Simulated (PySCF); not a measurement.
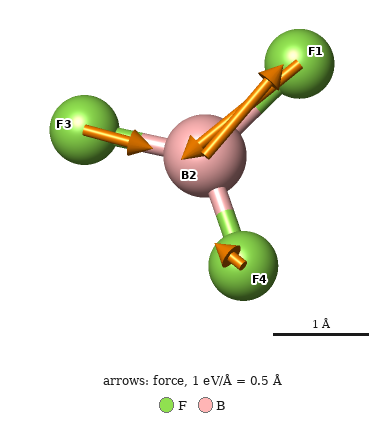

Starting geometry of BF3 with the computed forces as orange arrows. Style: ball-and-stick. Shown at a tilt.

The start comes from GFN2-xTB. Its atoms were then displaced at random by about 0.03 Å.

Level of theory: PySCF, PBE0-D3(BJ)/def2-SVP geometry optimisation, gas phase. 

Question: What follows when this structure is relaxed?

Answer: It isn't relaxed: the largest force vector, on F1, is 3.23 eV/Å. The atoms end up moving mostly along the starting forces (cosine between the two patterns 0.91). The atom that moves furthest after the best rigid fit is F1 (0.058 Å). By element the largest moves are F 0.058 Å, B 0.039 Å. Some distances before and after: F1–B2 1.399 → 1.310 Å, B2–F3 1.334 → 1.311 Å, B2–F4 1.318 → 1.311 Å. Bond angles that change, for instance: F1–B2–F4 115.8° → 120.0°, F3–B2–F4 123.8° → 120.0°. Over 8 geometry steps the energy falls by 4.61 kcal/mol.
